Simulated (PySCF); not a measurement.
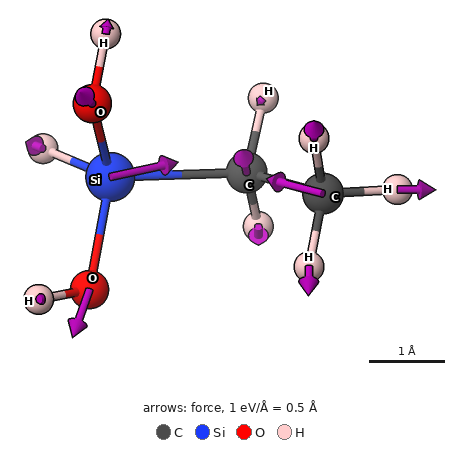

Starting geometry of C2H8O2Si with the computed forces as purple arrows. A ball-and-stick model, seen face on.

The start comes from GFN2-xTB. Its atoms were then displaced at random by about 0.01 Å.

Method: PBE0-D3(BJ)/def2-SVP geometry optimisation, gas phase in PySCF. 

Q: Is this structure relaxed? If not, where do the atoms go?

A: It isn't relaxed: the largest force vector, on the Si atom, is 2.12 eV/Å. The final displacements have little in common with the starting forces (cosine between the two patterns 0.10). The energy falls by 19.4 kJ/mol in 14 geometry steps. The atom that moves furthest after the best rigid fit is an H atom (0.56 Å). By element the largest moves are H 0.56 Å, O 0.15 Å, Si 0.12 Å, C 0.08 Å. Near-neighbour distances that change, for instance: C–Si 1.913 → 1.862 Å, H–Si 1.454 → 1.500 Å, O–Si 1.627 → 1.669 Å, C–C 1.559 → 1.526 Å. Among the angles between lasting bonds that change: Si–O–H 122.6° → 116.8°, H–C–H 110.0° → 107.2°, C–C–H 109.6° → 111.9°. Groups turn about O–Si by about 45°. Cost: 51 s on 1 thread of Arm Neoverse V2, with other jobs on the host.
